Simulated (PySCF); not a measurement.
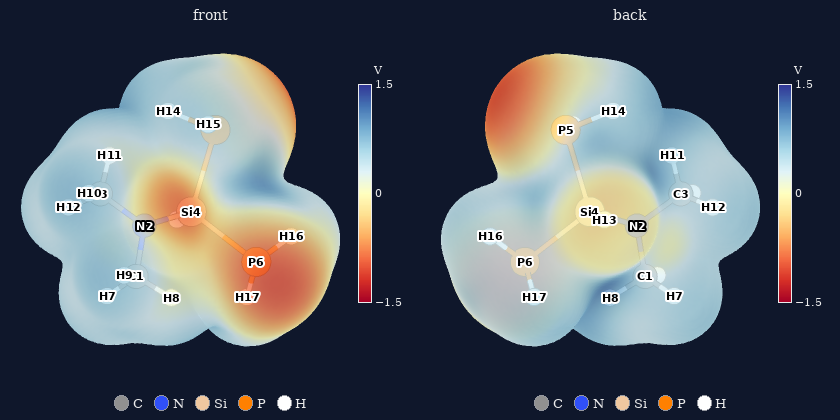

C₂H₁₁NP₂Si. The electrostatic potential painted on the density surface at 0.002 e/bohr³, seen from the front and from behind; the colour scale runs from red (negative) to blue (positive).

Geometry: GFN2-xTB.

All numbers below come from PBE0/pcSseg-1, SCF density, gas phase, non-relativistic in PySCF.

The calculation's input:

```
{"job": {"kind": "nmr", "xc": "PBE0", "basis": "pcSseg-1"}, "charge": 0, "multiplicity": 1}
C     -1.324136    -1.371889    -0.050611
N     -0.673882    -0.085344     0.025323
C     -1.603565     1.013184    -0.060334
Si     0.999330     0.107421    -0.329807
P      1.889869     1.933905     0.651769
P      1.971681    -1.749455     0.482009
H     -1.803490    -1.524590    -1.023635
H     -0.587865    -2.159738     0.105540
H     -2.087548    -1.446933     0.727319
H     -2.358770     0.923242     0.724683
H     -1.072604     1.952816     0.071928
H     -2.115195     1.036698    -1.028677
H      1.299869     0.293140    -1.772760
H      1.033770     2.824226     0.036804
H      1.108934     1.868241     1.788741
H      3.251037    -1.240286     0.393916
H      2.065568    -2.362606    -0.752116
```

Launched as:

```sh
OMP_NUM_THREADS=1 python probes_run.py task.json out
```

**Describe the electrostatic potential map.**

The most negative region (about −1.0 V) lies over P5 and P6, the most positive (about +1.0 V) over Si4.
